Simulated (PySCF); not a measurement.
Consider SiP (doublet).

```xyz
2

Si    0.0000    0.0000   -1.0944
P     0.0000    0.0000    0.9886
```

Computed with PySCF 2.14.0, PBE0/aug-pcseg-1, non-relativistic, at a bond length of 2.083 Å.

> What can the converged electron density, electron localisation function and spin density tell about the bonding?

Si–P (2.08 Å): ρ is about 0.88 e/Å³ halfway; the ELF peaks at about 0.90 between the atoms, as expected for localised, covalent bonding.
The unpaired spin (1 electron) lies mostly on P2 (about 0.7) and Si1 (about 0.3), in electrons by Hirshfeld's partition.

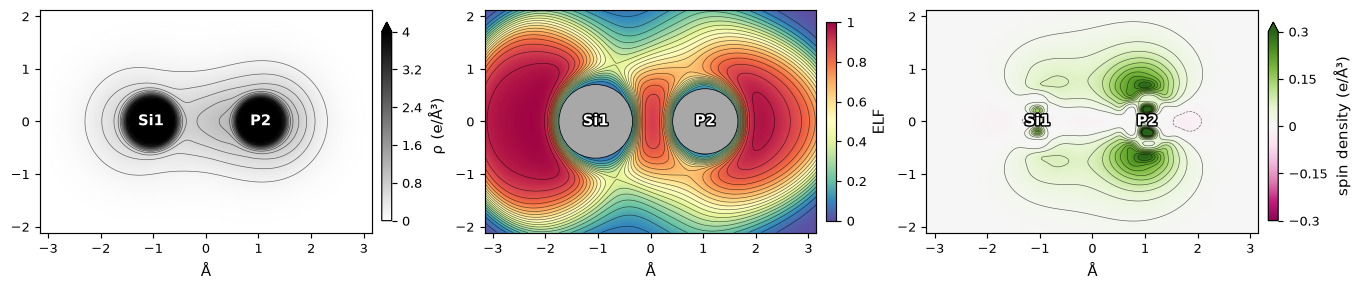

Computed electron density, electron localisation function and spin density on a plane that holds the molecular axis, in this order. Grey discs cover the atomic cores in the ELF map. 
